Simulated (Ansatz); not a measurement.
**C₄H₁₂Ge: taking an electron away**

Aim: the vertical ionisation energy of C₄H₁₂Ge, as cation minus neutral at the neutral's geometry, on several levels, and how well −ε(HOMO) stands in for it.

The runs use Ansatz 0.2.0, Gaussian basis; unrestricted cation, the program's frozen cores in correlated methods.

The runs, in order: UKS PBE-D4/def2-TZVPP; UKS r2SCAN-D4/def2-TZVPP; UKS PBE0-D4/def2-TZVPP; UKS B3LYP-D4/def2-TZVPP; UKS wB97X-V/def2-TZVPP; UKS wB97M-V/def2-TZVPP; UKS B2PLYP/def2-TZVPP; UHF-CCSD(T)/def2-TZVPP; UHF-MP2/def2-QZVPP; extrapolation to the limit; then −ε(HOMO) from the neutral's earlier runs with LDA (SPW92), PBE-D4, revPBE-D4, BLYP-D4, r2SCAN-D4, B97M-V, PBE0-D4, B3LYP-D4, r2SCANh-D4, r2SCAN0-D4, HSE06-D4, BHLYP-D4, CAM-B3LYP-D4, LC-ωPBE, ωB97X-V, ωB97M-V.

**1. Structure used throughout**

An earlier PBE0-D4 in a triple-zeta def2 set relaxation fixed the geometry.

SMILES `[CH3][Ge]([CH3])([CH3])[CH3]`, 17 atoms, charge 0, spin multiplicity 1.

Atoms are counted from 1 here; the program's logs count them from 0.

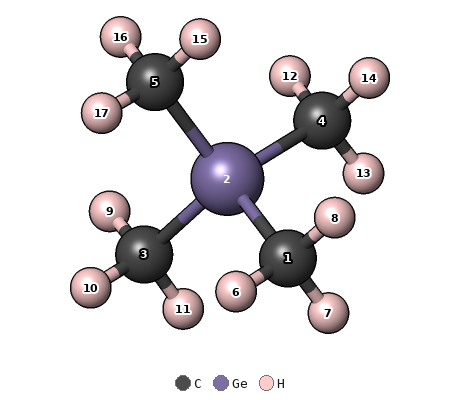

The geometry (carbon dark grey, germanium purple, hydrogen pink); atoms are numbered from 1 in the order of the file.

**2. Cation, UKS PBE-D4/def2-TZVPP**

File in.yaml:

```yaml
crystal:
  periodic: [false, false, false]
  atoms:
    - {symbol: C, position_ang: [-0.368674, 0.718124, -1.782430]}
    - {symbol: Ge, position_ang: [-0.001113, -0.000034, 0.002356]}
    - {symbol: C, position_ang: [1.898794, 0.228999, 0.419736]}
    - {symbol: C, position_ang: [-0.454039, -1.905108, 0.045564]}
    - {symbol: C, position_ang: [-1.080566, 0.957863, 1.326563]}
    - {symbol: H, position_ang: [-0.124740, 1.781440, -1.827636]}
    - {symbol: H, position_ang: [0.225680, 0.198549, -2.536732]}
    - {symbol: H, position_ang: [-1.423847, 0.598236, -2.036256]}
    - {symbol: H, position_ang: [2.125240, -0.164382, 1.412793]}
    - {symbol: H, position_ang: [2.173054, 1.285680, 0.399775]}
    - {symbol: H, position_ang: [2.519357, -0.299168, -0.306990]}
    - {symbol: H, position_ang: [-0.253470, -2.326577, 1.032642]}
    - {symbol: H, position_ang: [0.135400, -2.458069, -0.688589]}
    - {symbol: H, position_ang: [-1.511395, -2.054989, -0.181874]}
    - {symbol: H, position_ang: [-2.144965, 0.842594, 1.112181]}
    - {symbol: H, position_ang: [-0.890216, 0.572658, 2.330341]}
    - {symbol: H, position_ang: [-0.843597, 2.023682, 1.318655]}
basis:
  gaussian: {orbitals: def2-TZVPP}
total_charge: 1
magnetization: {spin_polarized: true, initial_magnetization: 1}
hamiltonian: {xc: pbe, dispersion: d4}
```

The run is started by

```sh
$ ansatz run in.yaml --threads 2 --pin off --events-out ev --progress --plain --max-ram 32768MiB --backend cuda --devices 0, --max-vram 18GiB
```

After this run come: Cation, UKS r2SCAN-D4/def2-TZVPP; Cation, UKS PBE0-D4/def2-TZVPP; Cation, UKS B3LYP-D4/def2-TZVPP; Cation, UKS wB97X-V/def2-TZVPP; Cation, UKS wB97M-V/def2-TZVPP; Cation, UKS B2PLYP (frozen core)/def2-TZVPP; Cation, UHF-CCSD(T)/def2-TZVPP; Cation, UHF-MP2/def2-QZVPP.

Before running them: what should the planned runs give, taken together? Wanted: ionisation energy, CCSD(T)/CBS; nearest functional by difference; nearest −ε(HOMO); −ε(HOMO) of PBE; T1 of the cation.

The runs gave:

| quantity | value |
| --- | --- |
| ionisation energy, CCSD(T)/CBS | 10.35 eV |
| nearest functional by difference | ωB97X-V (-0.16 eV) |
| nearest −ε(HOMO) | ωB97M-V (-0.06 eV) |
| −ε(HOMO) of PBE | 6.82 eV |
| T1 of the cation | 0.015 |

By cation minus neutral, the functionals miss by 0.79 eV at most. The PBE orbital energy is 3.5 eV too small: a semilocal HOMO is no ionisation energy. Among orbital estimates ωB97M-V comes nearest. Hartree-Fock falls 0.99 eV short, as the neutral has more correlation energy than the cation. The cation may have settled in a state other than its lowest; no search over hole states beyond the program's own was made. Correlated methods include outer-core shells of Ge, which these sets cover unevenly. In point group Td the highest level is often degenerate; the cation then breaks the symmetry, and the runs may pick different components. With outer-core shells in play the reference is unsure by up to some tenths of an eV, so close misses can't be ranked.
